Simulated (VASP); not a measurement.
Band structure of BP (zinc blende). These are optB86b-vdW, VASP's PBE PAW potentials (set 64) (plane waves; VASP) values and carry that method's errors.

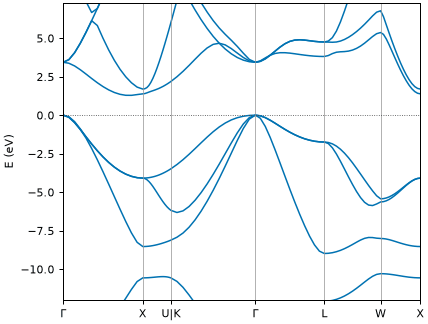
Figure. Bands along high-symmetry lines, zero at the valence-band maximum or, without a gap, the Fermi level

Task: Read the plot: is there a gap, and where are the band edges?

Result: The gap is indirect, 1.29 eV, from the valence maximum at Γ to the conduction minimum at Γ-X at 0.86. (Edges off the drawn lines would not show.)

The compound is BP in the zinc blende structure. It was relaxed first.
